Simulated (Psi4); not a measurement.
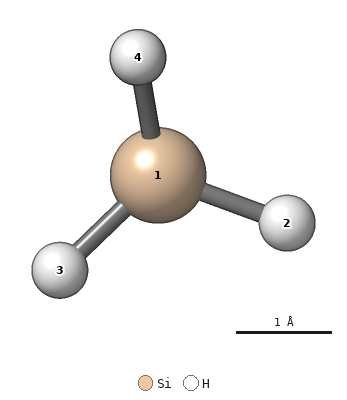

*The input geometry (ball-and-stick view, seen at an oblique angle; atoms are numbered from 1 in the order of the input).*

Bond lengths as drawn: H–Si 1.45 Å.

# Run report: SiH3, molecular dynamics (part 1 of 2)

- system: SiH3, multiplicity 2, SMILES [SiH3]
- method: PBE0/6-31G, UKS (Psi4 1.11)

The geometry comes from this level: GFN2-xTB (4 decimals).

### Input (h3si_ase.py)
```python
import numpy as np
from ase.calculators.psi4 import Psi4
from ase.io import read
from ase import units
from ase.md.velocitydistribution import MaxwellBoltzmannDistribution, Stationary
from ase.md.verlet import VelocityVerlet

atoms = read('h3si.sdf')
calc = Psi4(atoms=atoms, method='pbe0', basis='6-31G', memory='1600MB', num_threads=1, charge=0, multiplicity=2, label='psi4-calc', reference='uks')
atoms.calc = calc

MaxwellBoltzmannDistribution(atoms, temperature_K=1000.0, rng=np.random.default_rng(544))
Stationary(atoms)
dyn = VelocityVerlet(atoms, 0.5 * units.fs)
def show():
    ep, ek = atoms.get_potential_energy(), atoms.get_kinetic_energy()
    print(f'step {dyn.nsteps:3d}  Epot {ep:14.6f}  Ekin {ek:9.6f}  Etot {ep + ek:14.6f} eV  T {atoms.get_temperature():7.1f} K')
dyn.attach(show)
dyn.run(25)
```

### File h3si.sdf
```

     RDKit          3D

  4  3  0  0  0  0  0  0  0  0999 V2000
    0.2066   -0.0189   -0.1151 Si  0  0  0  0  0  3  0  0  0  0  0  0
    0.5871    0.6618    1.1056 H   0  0  0  0  0  0  0  0  0  0  0  0
   -0.1950   -1.4016    0.0434 H   0  0  0  0  0  0  0  0  0  0  0  0
   -0.5987    0.7587   -1.0339 H   0  0  0  0  0  0  0  0  0  0  0  0
  2  1  1  0
  3  1  1  0
  4  1  1  0
M  RAD  1   1   2
M  END
$$$$
```

Hardware: 1 thread of Intel Xeon @ 2.50GHz (Skylake/Cascade Lake), 64 GiB of memory available, shared host.

Command:
```bash
python h3si_ase.py
```

### What the program printed
```
gradient() will perform analytic gradient computation.

   => Loading Basis Set <=

    Name: 6-31G
    Role: ORBITAL
    Keyword: BASIS

         ---------------------------------------------------------
                                   SCF
                              UKS Reference
                        1 Threads,   1525 MiB Core
         ---------------------------------------------------------

  ==> Geometry <==

    Molecular point group: c1
    Full point group: C1

    Geometry (in Angstrom), charge = 0, multiplicity = 2:

       Center              X                  Y                   Z               Mass
    ------------   -----------------  -----------------  -----------------  -----------------
         SI           0.017036102746    -0.013853972500    -0.007059207486    27.976926534650
         H            0.709812668842     0.824320032048     1.181366722546     1.007825032230
         H           -0.709963676691    -1.329346710048     0.138578962745     1.007825032230
         H           -0.472766194767     0.889608880710    -1.123984161307     1.007825032230

  Running in c1 symmetry.

  Rotational constants: A =      5.09411  B =      4.16544  C =      2.38081 [cm^-1]
  Rotational constants: A = 152717.45431  B = 124876.81532  C =  71374.86092 [MHz]
  Nuclear repulsion =   14.987089435675159

  Charge       = 0
  Multiplicity = 2
  Electrons    = 17
  Nalpha       = 9
  Nbeta        = 8

  ==> Algorithm <==

  SCF Algorithm Type is DF.
  DIIS enabled.
  MOM disabled.
  Fractional occupation disabled.
  Guess Type is SAD.
  Energy threshold   = 1.00e-08
  Density threshold  = 1.00e-08
  Integral threshold = 1.00e-12

  ==> Primary Basis <==

  Basis Set: 6-31G
    Blend: 6-31G
    Number of shells: 13
    Number of basis functions: 19
    Number of Cartesian functions: 19
    Spherical Harmonics?: false
    Max angular momentum: 1

  ==> DFT Potential <==

   => LibXC <=

    Version 7.1.2

   => Composite Functional: PBE0 <=

    PBE0 Hyb-GGA Exchange-Correlation Functional

    Deriv               =              1
    GGA                 =           TRUE
    Meta                =          FALSE

    Exchange Hybrid     =           TRUE
    MP2 Hybrid          =          FALSE

   => Exchange Functionals <=

    0.7500   Perdew, Burke & Ernzerhof

   => Exact (HF) Exchange <=

    0.2500               HF

   => Correlation Functionals <=

    1.0000   Perdew, Burke & Ernzerhof

   => LibXC Density Thresholds  <==

    XC_HYB_GGA_XC_PBEH:  1.00E-15

   => Molecular Quadrature <=

    Radial Scheme          =       TREUTLER
    Pruning Scheme         =           NONE
    Nuclear Scheme         =       TREUTLER

    Blocking Scheme        =         OCTREE
    BS radius alpha        =              1
    Pruning alpha          =              1
    Radial Points          =             75
    Spherical Points       =            302
    Total Points           =          87523
    Total Blocks           =            708
    Max Points             =            256
    Max Functions          =             19
    Weights Tolerance      =       1.00E-15

   => Loading Basis Set <=

    Name: (6-31G AUX)
    Role: JKFIT
    Keyword: DF_BASIS_SCF

  ==> Integral Setup <==

  DFHelper Memory: AOs need 0.001 GiB; user supplied 1.072 GiB.
  SCF_SUBTYPE=INCORE selected. In-core MEM_DF algorithm will be used.
  Using in-core AOs.

  ==> MemDFJK: Density-Fitted J/K Matrices <==

    J tasked:                   Yes
    K tasked:                   Yes
    wK tasked:                   No
    Memory [MiB]:              1097
    Algorithm:                 Core
    Schwarz Cutoff:           1E-12
    Mask sparsity (%):       0.0000
    Fitting Condition:        1E-10

   => Auxiliary Basis Set <=

  Basis Set: (6-31G AUX)
    Blend: CC-PVDZ-JKFIT
    Number of shells: 63
    Number of basis functions: 205
    Number of Cartesian functions: 205
    Spherical Harmonics?: false
    Max angular momentum: 3

  Cached 100.0% of DFT collocation blocks in 0.045 [GiB].

  Minimum eigenvalue in the overlap matrix is 5.3684031051E-02.
  Reciprocal condition number of the overlap matrix is 1.6304274906E-02.
    Using symmetric orthogonalization.

  ==> Pre-Iterations <==

  SCF Guess: Superposition of Atomic Densities via on-the-fly atomic UHF (no occupation information).

   -------------------------
    Irrep   Nso     Nmo
   -------------------------
     A         19      19
   -------------------------
    Total      19      19
   -------------------------

  ==> Iterations <==

                           Total Energy        Delta E     RMS |[F,P]|

   @DF-UKS iter SAD:  -290.66194014571175   -2.90662e+02   0.00000e+00
   @DF-UKS iter   1:  -291.03436168062262   -3.72422e-01   5.98719e-03 ADIIS/DIIS
   @DF-UKS iter   2:  -291.04289748004737   -8.53580e-03   3.55035e-03 ADIIS/DIIS
   @DF-UKS iter   3:  -291.04699113782738   -4.09366e-03   2.92485e-04 ADIIS/DIIS
   @DF-UKS iter   4:  -291.04704075294086   -4.96151e-05   1.01122e-04 ADIIS/DIIS
   @DF-UKS iter   5:  -291.04705108114979   -1.03282e-05   2.60044e-05 DIIS
   @DF-UKS iter   6:  -291.04705152952249   -4.48373e-07   6.19389e-06 DIIS
   @DF-UKS iter   7:  -291.04705155825803   -2.87355e-08   1.29459e-06 DIIS
   @DF-UKS iter   8:  -291.04705156042445   -2.16642e-09   3.22397e-07 DIIS
   @DF-UKS iter   9:  -291.04705156051500   -9.05516e-11   1.07981e-07 DIIS
   @DF-UKS iter  10:  -291.04705156052358   -8.58336e-12   2.68006e-08 DIIS
   @DF-UKS iter  11:  -291.04705156052444   -8.52651e-13   2.92389e-09 DIIS
  Energy and wave function converged.

  ==> Post-Iterations <==

   Electrons on quadrature grid:
      Nalpha   =    9.0000001788 ; deviation = 1.788e-07
      Nbeta    =    7.9999999872 ; deviation = -1.279e-08
      Ntotal   =   17.0000001660 ; deviation = 1.660e-07

   @Spin Contamination Metric:   4.178761094E-03
   @S^2 Expected:                7.500000000E-01
   @S^2 Observed:                7.541787611E-01
   @S   Expected:                5.000000000E-01
   @S   Observed:                5.000000000E-01

    Orbital Energies [Eh]
    ---------------------

    Alpha Occupied:

       1A    -66.266443     2A     -5.355049     3A     -3.691483
       4A     -3.686882     5A     -3.686736     6A     -0.559073
       7A     -0.382482     8A     -0.365297     9A     -0.215563

    Alpha Virtual:

      10A      0.017889    11A      0.064240    12A      0.084071
      13A      0.176219    14A      0.227367    15A      0.233076
      16A      0.246231    17A      0.909445    18A      0.967769
      19A      0.981392

    Beta Occupied:

       1A    -66.262815     2A     -5.350398     3A     -3.683970
       4A     -3.683843     5A     -3.679107     6A     -0.530336
       7A     -0.377536     8A     -0.360474

    Beta Virtual:

       9A     -0.079778    10A      0.033737    11A      0.078759
      12A      0.097505    13A      0.199332    14A      0.237279
      15A      0.243470    16A      0.292319    17A      0.909681
      18A      0.967873    19A      0.982247

    Final Occupation by Irrep:
              A
    DOCC [     8 ]
    SOCC [     1 ]
    NA   [     9 ]
    NB   [     8 ]

  @DF-UKS Final Energy:  -291.04705156052444

   => Energetics <=

    Nuclear Repulsion Energy =             14.9870894356751592
    One-Electron Energy =                -432.2695970277258652
    Two-Electron Energy =                 142.6936395136253282
    DFT Exchange-Correlation Energy =     -16.4581834820990451
    Empirical Dispersion Energy =           0.0000000000000000
    VV10 Nonlocal Energy =                  0.0000000000000000
    Total Energy =                       -291.0470515605244373

  UHF NO Occupations:
  HONO-2 :    7  A 1.9995098
  HONO-1 :    8  A 1.9987569
  HONO-0 :    9  A 1.0000000
  LUNO+0 :   10  A 0.0012431
  LUNO+1 :   11  A 0.0004902
  LUNO+2 :   12  A 0.0003570
  LUNO+3 :   13  A 0.0000000

Computation Completed

Properties will be evaluated at   0.000000,   0.000000,   0.000000 [a0]

Properties computed using the SCF density matrix

 Multipole Moments:

 ------------------------------------------------------------------------------------
     Multipole            Electronic (a.u.)      Nuclear  (a.u.)        Total (a.u.)
 ------------------------------------------------------------------------------------

 L = 1.  Multiply by 2.5417464519 to convert [e a0] to [Debye]
 Dipole X            :          0.3413595           -0.4429740           -0.1016146
 Dipole Y            :         -0.4066897            0.3602320           -0.0464577
 Dipole Z            :         -0.1197929            0.1835540            0.0637611
 Magnitude           :                                                    0.1286441

 ------------------------------------------------------------------------------------

	total time  =          6 seconds =       0.10 minutes

         ------------------------------------------------------------
                                   SCF GRAD
         ------------------------------------------------------------

  ==> Geometry <==

    Molecular point group: c1
    Full point group: C1

    Geometry (in Angstrom), charge = 0, multiplicity = 2:

       Center              X                  Y                   Z               Mass
    ------------   -----------------  -----------------  -----------------  -----------------
         SI           0.017036102746    -0.013853972500    -0.007059207486    27.976926534650
         H            0.709812668842     0.824320032048     1.181366722546     1.007825032230
         H           -0.709963676691    -1.329346710048     0.138578962745     1.007825032230
         H           -0.472766194767     0.889608880710    -1.123984161307     1.007825032230

  Nuclear repulsion =   14.987089435675159

  ==> Basis Set <==

  Basis Set: 6-31G
    Blend: 6-31G
    Number of shells: 13
    Number of basis functions: 19
    Number of Cartesian functions: 19
    Spherical Harmonics?: false
    Max angular momentum: 1

  ==> DFJKGrad: Density-Fitted SCF Gradients <==

    Gradient:                    1
    J tasked:                  Yes
    K tasked:                  Yes
    wK tasked:                  No
    Integrals threads:           1
    Memory [MiB]:             1144
    Schwarz Cutoff:          1E-12
    Fitting Condition:       1E-10

   => Auxiliary Basis Set <=

  Basis Set: (6-31G AUX)
    Blend: CC-PVDZ-JKFIT
    Number of shells: 63
    Number of basis functions: 205
    Number of Cartesian functions: 205
    Spherical Harmonics?: false
    Max angular momentum: 3

  ==> DFT Potential <==

   => LibXC <=

    Version 7.1.2

   => Composite Functional: PBE0 <=

    PBE0 Hyb-GGA Exchange-Correlation Functional

    Deriv               =              1
    GGA                 =           TRUE
    Meta                =          FALSE

    Exchange Hybrid     =           TRUE
    MP2 Hybrid          =          FALSE

   => Exchange Functionals <=

    0.7500   Perdew, Burke & Ernzerhof

   => Exact (HF) Exchange <=

    0.2500               HF

   => Correlation Functionals <=

    1.0000   Perdew, Burke & Ernzerhof

   => LibXC Density Thresholds  <==

    XC_HYB_GGA_XC_PBEH:  1.00E-15

   => Molecular Quadrature <=

    Radial Scheme          =       TREUTLER
    Pruning Scheme         =           NONE
    Nuclear Scheme         =       TREUTLER

    Blocking Scheme        =         OCTREE
    BS radius alpha        =              1
    Pruning alpha          =              1
    Radial Points          =             75
    Spherical Points       =            302
    Total Points           =          87523
    Total Blocks           =            708
    Max Points             =            256
    Max Functions          =             19
    Weights Tolerance      =       1.00E-15

  -Total Gradient:
     Atom            X                  Y                   Z
    ------   -----------------  -----------------  -----------------
       1       -0.017724620701    -0.017487855693    -0.006937341242
       2        0.017566204254     0.019745965163     0.018529647416
       3       -0.000649200235    -0.006447724552    -0.005759706721
       4        0.000807917290     0.004191612597    -0.005831837233

	total time  =          1 seconds =       0.02 minutes
```
